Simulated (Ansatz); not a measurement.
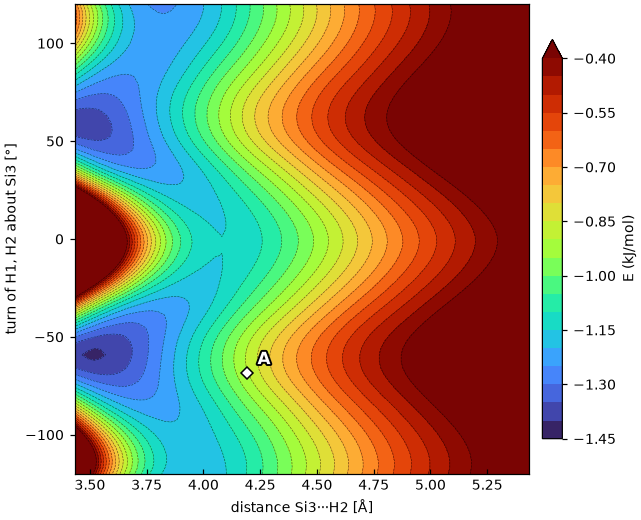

The pair H₂···H₄Si. 
- The turn is about an axis along (−0.32, −0.95, 0.01) in the frame of the relaxed pair, normal to the line between the partners.
- First axis: distance Si3···H2. Second axis: turn of H1, H2 about Si3.
- Grid: 15 × 15 points.
- Energies: kJ/mol, counted from the two partners far apart, frozen as in the relaxed pair, each in its own basis (no counterpoise correction).
- Computed with Ansatz 0.2.0, RKS PBE0-D4/def2-TZVPD.

In the figure: filled contours, one colour for all values above the top of the scale, the point A. Between grid points the surface is interpolated.

Which way does the force act at A, and how strong is it?

Answer. A, at distance Si3···H2 = 4.191 Å, turn of H1, H2 about Si3 = −68.6°, is not a stationary point. The computed force is 0.95 kJ/mol for each Å towards smaller values of distance Si3···H2 and 0.004 kJ/mol for each degree towards smaller values of turn of H1, H2 about Si3.
